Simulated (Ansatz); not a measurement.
# CS (carbon monosulfide) at wB97X/cc-pVTZ

Aim: the electronic atomisation energy of CS (carbon monosulfide) at wB97X/cc-pVTZ, from 3 runs. 

The calculation is run with Ansatz 0.2.0.

31 further runs of the same task are left out: 31 set aside as unsound or not needed.

## 1. Starting point

CS: 2 atoms, total charge 0, spin state singlet. As SMILES, `[C-]#[S+]`. The bond length is the measured one.

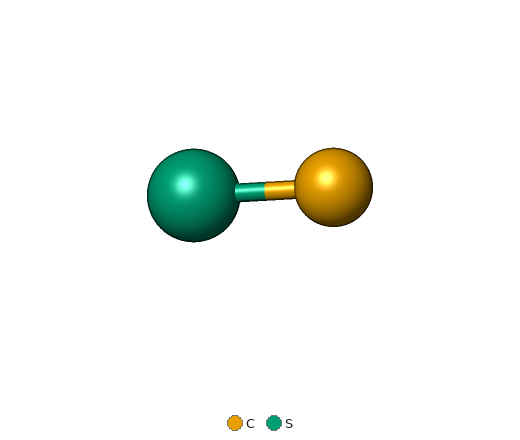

The structure, seen from a chosen angle (carbon amber, sulfur teal).

## 2. The energy at wB97X/cc-pVTZ

Input file input.yaml:

```yaml
crystal:
  periodic: [false, false, false]
  atoms:
    - {symbol: C, position_ang: [0.000000, 0.000000, 0.000000]}
    - {symbol: S, position_ang: [0.000000, 0.000000, 1.534941]}
basis:
  gaussian: {orbitals: cc-pVTZ}
hamiltonian: {xc: {name: wB97X}}
accuracy: high
output: {orbitals: {seedname: orbitals}}
```

Started as:

```sh
$ ansatz run input.yaml --threads 1 --pin off --max-ram 3480MiB --events-out events.jsonl --progress --plain --runs-dir runs
```

What it wrote:

```text
Warning: RAYON_NUM_THREADS=1 ignored (pool sized by the plan → 1); use --threads N
Functional definition: wB97X
  name "wB97X"
  parameter omega = 0.3/bohr
  parameter cx = 0.157706
  parameter cx1 = 0.726479
  parameter cx2 = 1.04760
  parameter cx3 = -5.70635
  parameter cx4 = 13.2794
  parameter css1 = -4.33879
  parameter css2 = 18.2308
  parameter css3 = -31.7430
  parameter css4 = 17.2901
  parameter cos1 = 2.37031
  parameter cos2 = -11.3995
  parameter cos3 = 6.58405
  parameter cos4 = -3.78132
  exchange = spin_sum(e_x_unif_sr(omega)*poly(b97_u_x, 1 - cx, cx1, cx2, cx3, cx4)) + cx*exact_x_sr(omega)
      + exact_x_lr(omega)
  correlation = spin_sum(e_c_pw_same_spin*poly(b97_u_same, 1, css1, css2, css3, css4))
      + integral(e_c_pw_opposite_spin*poly(b97_u_opposite, 1, cos1, cos2, cos3, cos4))
891 factors; integrals over basis functions are off by at most 3.5e-9 eV
207 factors; integrals over basis functions are off by at most 1.3e-9 eV
mean field evaluation 1: about -11869.7812 eV, gradient 1.2e1 eV
mean field evaluation 2: about -11869.7064 eV, gradient 1.3e1 eV
mean field evaluation 4: about -11870.1663 eV, gradient 3.6e-1 eV
mean field evaluation 8: about -11870.1674 eV, gradient 2.8e-2 eV
mean field evaluation 16: about -11870.1675 eV, gradient 2.0e-6 eV
mean field -11870.16745114 eV, -436.2206079408 hartree, gradient 8.7e-8 eV, S^2 0.000000; 0 other end points of the search recorded, 0 dependent functions left out
reference -11870.16744943 eV, -436.2206078780 hartree; 11, 11 occupied and 53, 53 virtual orbitals, 891 factors
Total energy: -11870.16744943 eV, -436.2206078780 hartree
```

Run time: 6 s. Hardware: 1 thread of Arm Neoverse V1, shared host; peak memory 0.19 GiB.

## 3. The C atom at the same level

Input file job.yaml:

```yaml
crystal:
  periodic: [false, false, false]
  atoms:
    - {symbol: C, position_ang: [0.000000, 0.000000, 0.000000]}
basis:
  gaussian:
    orbitals: cc-pVTZ
accuracy: high
hamiltonian:
  xc: {name: wB97X}
magnetization:
  spin_polarized: true
  initial_magnetization: 2
```

Run the same way, it converges to -37.84516 Eh (log not shown).

## 4. The S atom, same level

Input file job.yaml:

```yaml
basis:
  gaussian: {orbitals: cc-pVTZ}
crystal:
  periodic: [false, false, false]
  atoms:
    - {symbol: S, position_ang: [0.000000, 0.000000, 0.000000]}
magnetization: {spin_polarized: true, initial_magnetization: 2}
hamiltonian: {xc: {name: wB97X}}
accuracy: high
```

Started as:

```sh
$ ansatz run job.yaml --threads 1 --pin off --max-ram 3480MiB --events-out events.jsonl --progress --plain --runs-dir runs
```

What it wrote:

```text
Warning: RAYON_NUM_THREADS=1 ignored (pool sized by the plan → 1); use --threads N
[... 17 set-up lines as earlier in the session ...]
      + exact_x_lr(omega)
[... 1 set-up line as earlier in the session ...]
      + integral(e_c_pw_opposite_spin*poly(b97_u_opposite, 1, cos1, cos2, cos3, cos4))
334 factors; integrals over basis functions are off by at most 2.5e-9 eV
123 factors; integrals over basis functions are off by at most 1.6e-9 eV
mean field evaluation 1: about -10833.1453 eV, gradient 3.8e0 eV
mean field evaluation 2: about -10833.2376 eV, gradient 8.9e-1 eV
mean field evaluation 4: about -10833.2445 eV, gradient 2.0e-1 eV
mean field evaluation 8: about -10833.2449 eV, gradient 1.0e-3 eV
mean field evaluation 16: about -10833.2449 eV, gradient 9.9e-8 eV
mean field -10833.24487451 eV, -398.1144061011 hartree, gradient 9.9e-8 eV, S^2 2.004827; 0 other end points of the search recorded, 0 dependent functions left out
reference -10833.24487362 eV, -398.1144060684 hartree; 9, 7 occupied and 25, 27 virtual orbitals, 334 factors
Total energy: -10833.24487362 eV, -398.1144060684 hartree
```

Wall time 3.9 s (1 thread of Arm Neoverse V1, shared host); peak memory 0.18 GiB.

## 5. Outcome

Level: wB97X/cc-pVTZ.

| quantity | value |
| --- | --- |
| molecule: total energy | -436.22061 Eh |
| molecule: HOMO energy | -11.43 eV |
| molecule: LUMO energy | 0.04 eV |
| molecule: HOMO–LUMO gap | 11.47 eV |
| C atom: total energy | -37.84516 Eh |
| C atom: ⟨S²⟩ | 2.005 |
| S atom: total energy | -398.11441 Eh |
| S atom: ⟨S²⟩ | 2.005 |
| electronic atomisation energy | 7.103 eV |

In words: Taking the molecule apart into free atoms costs 7.10 eV (685 kJ/mol), before zero-point energy and without spin-orbit coupling.
